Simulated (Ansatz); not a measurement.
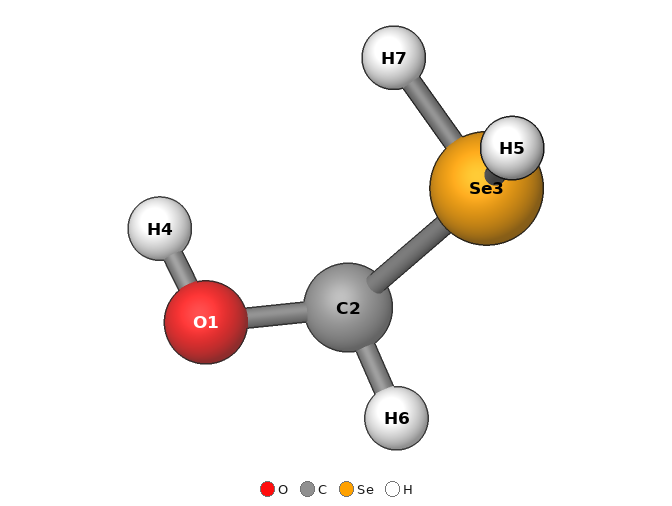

The computed structure is the end point of a PBE-D4/def2-SVP optimisation. No frequency run is at hand to confirm it as a minimum.

Question: What is the geometry at O1?

Answer: O1 has 2 neighbours (C2 at 1.35, H4 at 0.98 Å); the arrangement is bent.

Question: Describe the coordination of atom 2.

Answer: C2 has 3 neighbours (O1 at 1.35, Se3 at 2.09, H6 at 1.12 Å); the arrangement is trigonal pyramidal.
